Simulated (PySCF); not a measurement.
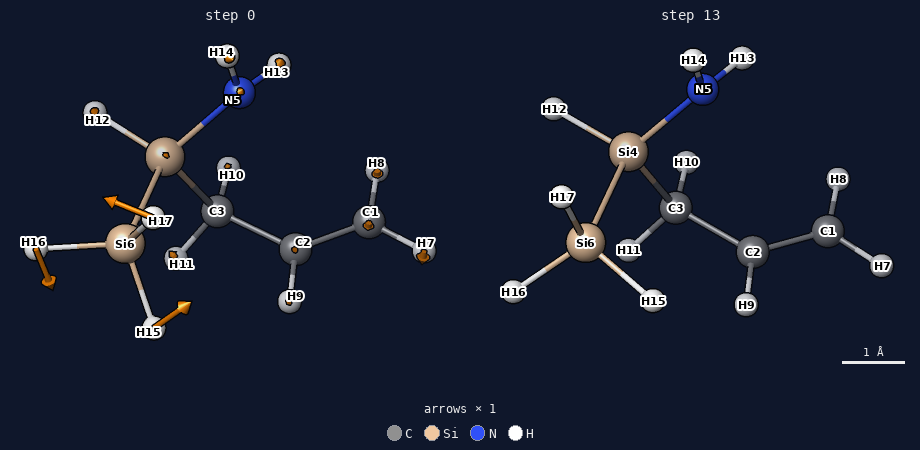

The structure of C3H11NSi2 before (left) and after (right) a relaxation, at one scale. The orange arrows give the displacements, at their true length.

The picture is a ball-and-stick view, seen from a free direction.

The start comes from GFN2-xTB.

Theory: PySCF 2.14.0, density-fitted response routines, PBE0-D3(BJ)/def2-SVP geometry optimisation, gas phase. 

Question: What changed between the two?

Answer: The largest move after the best rigid fit is that of H15, 0.95 Å. By element the largest moves are H 0.95 Å, C 0.20 Å, N 0.12 Å, Si 0.10 Å. Among the contacts that change: Si4–Si6 2.307 → 2.346 Å, Si6–H15 1.467 → 1.497 Å, Si4–H12 1.485 → 1.507 Å, C3–Si4 1.917 → 1.898 Å. Among the angles between lasting bonds that change: Si6–Si4–H12 112.9° → 108.0°, C3–Si4–N5 104.2° → 108.0°, Si4–Si6–H15 113.8° → 111.0°. Groups turn about Si4–Si6 by about 40°. The energy falls by 16.5 kJ/mol in 13 geometry steps. Largest force component: 1.1 eV/Å at the start, 0.01 eV/Å at the end. The run took roughly 110 core-seconds on a shared host.
